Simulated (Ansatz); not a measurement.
**CH₇GaS: density, localisation and related maps**

Input file:

```
crystal:
  periodic: [false, false, false]
  atoms:
    - { symbol: Ga, position_ang: [-1.214282, -0.357636, -0.696104] }
    - { symbol: S, position_ang: [1.643539, 1.76721, -0.762341] }
    - { symbol: H, position_ang: [-1.198687, -1.038372, -2.117008] }
    - { symbol: H, position_ang: [-2.262956, 0.77737, -0.377798] }
    - { symbol: H, position_ang: [1.436915, 0.763854, 0.129988] }
    - { symbol: C, position_ang: [-0.011537, -1.021737, 0.734774] }
    - { symbol: H, position_ang: [0.974204, 2.661299, 0.002978] }
    - { symbol: H, position_ang: [0.965627, -1.352575, 0.340969] }
    - { symbol: H, position_ang: [-0.474146, -1.914026, 1.202691] }
    - { symbol: H, position_ang: [0.141323, -0.28539, 1.541852] }
basis:
  gaussian: { orbitals: def2-SVP }
hamiltonian:
  xc: b3lyp
  dispersion: d4
relax:
  f_tol: 0.03
  max_steps: 50
output:
  orbitals: {}
```

Command:

```sh
ansatz run input.yaml --threads 2 --pin off --max-ram 3072MiB --backend cpu --events-out ev --progress --plain --runs-dir out
```

The fields are those of the run's last geometry, not of the input's.

The calculation used RKS B3LYP-D4/def2-SVP (Ansatz).

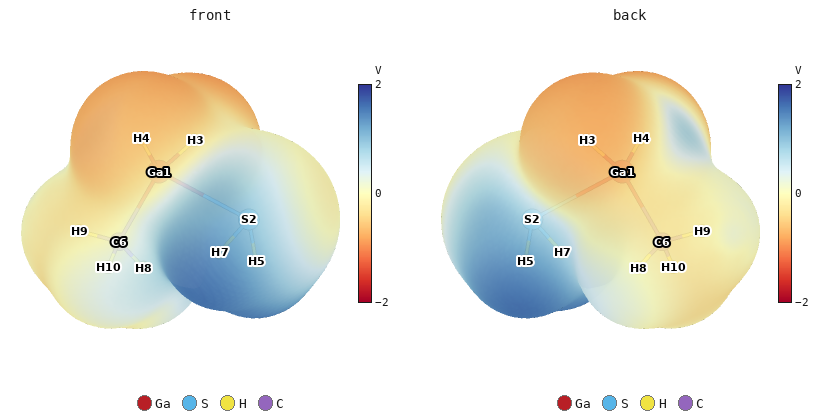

Figure 1. The molecular electrostatic potential painted on the density surface at 0.001 e/bohr³, seen from the front and from behind; red is negative and blue positive.

Question: Where is the surface potential most negative and most positive?

Answer: The most negative region (about −0.9 V) lies over H3 and H4, the most positive (about +1.6 V) over H5 and H7.

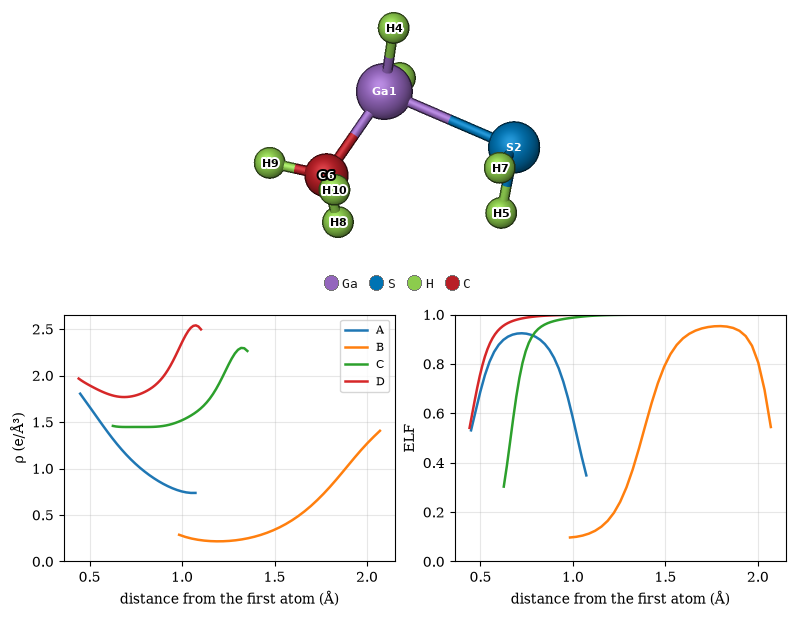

Figure 2. Total electron density and ELF along straight lines between neighbouring atoms. The curves leave out the atomic cores. The structure is drawn too.

Question: Which curve belongs to which contact (C–Ga, C–H, Ga–S and S–H)? The first atom named is at distance zero.

Answer: Curve A: C–Ga (2.00 Å): ρ at the midpoint is about 0.75 e/Å³; the ELF peaks at about 0.90 in the valence shell of C, 0.7 Å from its nucleus, and is about 0.60 at the midpoint. Curve B: Ga–S (2.71 Å): ρ is about 0.25 e/Å³ halfway, with its minimum of 0.22 e/Å³ about 1.2 Å from Ga; the ELF peaks at about 0.95 in the valence shell of S, 0.9 Å from its nucleus, and is about 0.45 at the midpoint. Curve C: S–H (1.35 Å): ρ is about 1.4 e/Å³ halfway; the ELF climbs to about 1 towards the hydrogen, as it does in any bond to H. Curve D: C–H (1.10 Å): ρ at the midpoint is about 1.8 e/Å³; the ELF climbs to about 1 towards the hydrogen (an ordinary covalent bond to hydrogen).

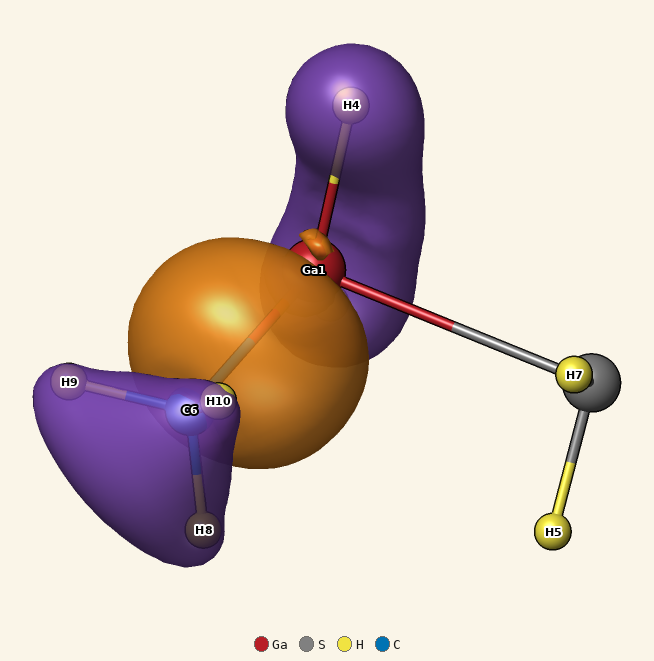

Figure 3. The HOMO at ±0.15 Å⁻³ᐟ² (orange and purple are the two phases), seen at an oblique angle.

Question: What is the character of this orbital?

Answer: It lies mainly on C6 (about 40 %), Ga1 (about 30 %), H3 (about 10 %) and H4 (about 10 %). Its energy is −7.19 eV.
